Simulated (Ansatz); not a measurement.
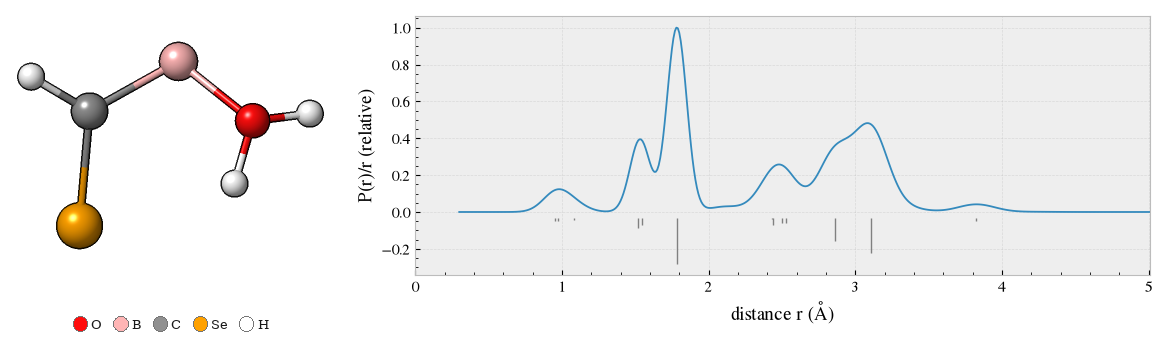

Simulated gas electron diffraction: radial distribution curve of CH3BOSe. Each pair of atoms contributes with weight ZᵢZⱼ/r (bars below the curve); damping constant 0.001 Å²; vibrational amplitudes assumed, not computed: 0.05 Å for bonds, 0.078 Å for bonds to H, 0.06 + 0.015 r up to 0.15 Å for other pairs. The geometry is the end point of an optimisation (RHF/def2-SVP (Ansatz 0.2.0)); it may be a saddle point or a higher isomer.

Assign the first 6 clear peaks of the radial distribution curve (– bonded, ··· not bonded).

Peak 1, 0.98 Å: O–H 0.95–0.97 Å (×2), C–H 1.09 Å, not resolved
Peak 2, 1.53 Å: O–B 1.52 Å, C–B 1.55 Å
Peak 3, 1.78 Å: Se–C 1.78 Å
Peak 4, 2.48 Å: O···C 2.44 Å, Se···H 2.50–2.53 Å (×2), not resolved
Peak 5, 3.08 Å: Se···B 2.86 Å, Se···O 3.10 Å, not resolved
Peak 6, 3.83 Å: Se···H 3.83 Å
